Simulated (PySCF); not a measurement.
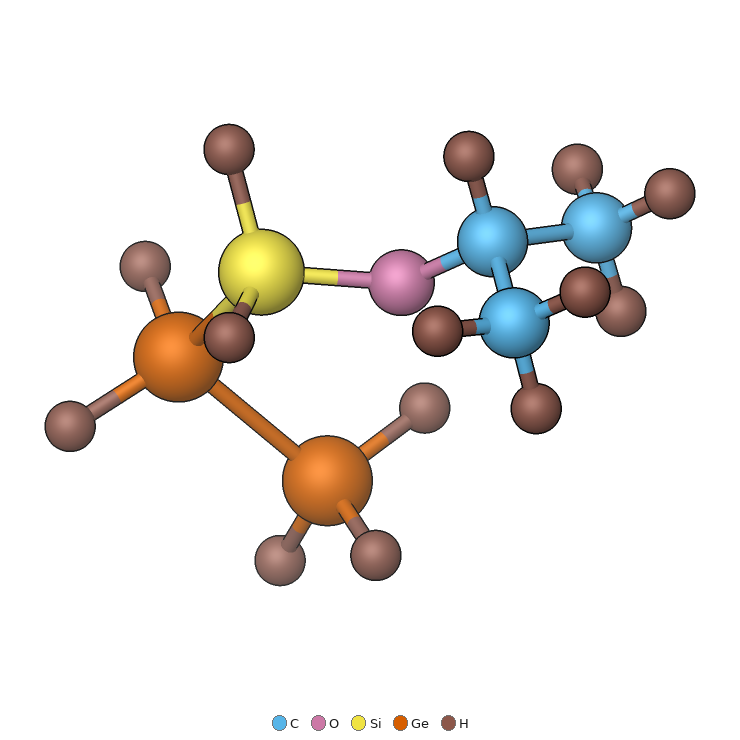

The geometry was computed by an optimisation with PBE0-D3(BJ)/def2-SVP. No frequency run is at hand to confirm it as a minimum.

Give the structural formula.

SMILES: CC(C)O[SiH2][GeH2][GeH3]

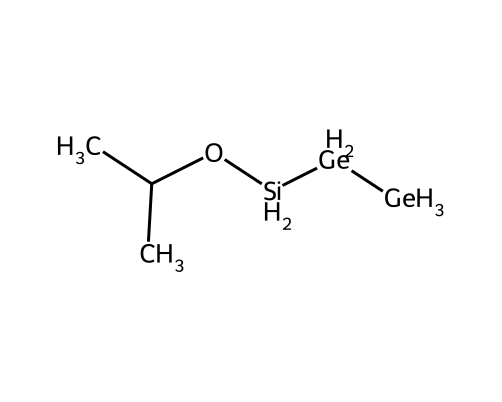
